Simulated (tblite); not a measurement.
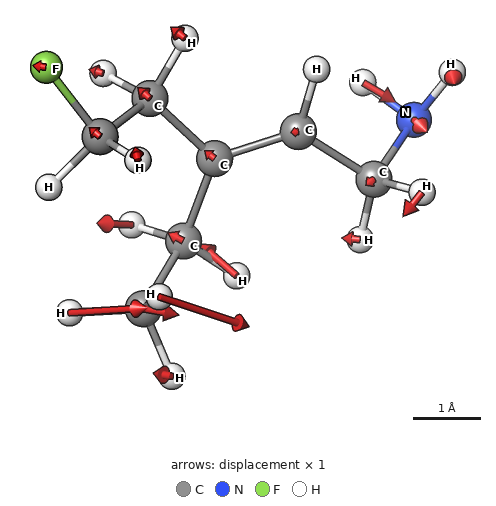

A relaxation of C₇H₁₄FN. The starting structure is drawn; red arrows show the displacements, at their true length. The two geometries are superimposed by the best rigid fit.

A ball-and-stick model, seen at a tilt.

The calculation used tblite 0.8.0, GFN2-xTB geometry optimisation, gas phase. 

> Atoms of which element are displaced furthest, and by how much?

Hydrogen: up to 1.73 Å, against 0.57 Å for carbon.

> What did the optimiser do to the structure, and how much energy did it gain?

The atom that moves furthest after the best rigid fit is an H atom (1.73 Å). By element the largest moves are H 1.73 Å, C 0.57 Å, N 0.44 Å, F 0.22 Å. Among the contacts that change: H–N 1.072 → 1.015 Å, C–H 1.144 → 1.088 Å, C–C 1.486 → 1.526 Å, H–N 1.052 → 1.015 Å. Bond angles that change, for instance: C–C–H 118.0° → 111.2°, C–C–N 107.8° → 113.6°, C–C–C 115.5° → 120.4°. Groups turn about C–C by about 45°, C–C by about 40°, C–N by about 25°. The energy falls by 17.2 kcal/mol in 164 geometry steps. The run took 4 s on 1 thread of Intel(R) Xeon(R) Processor @ 2.50GHz (shared host).
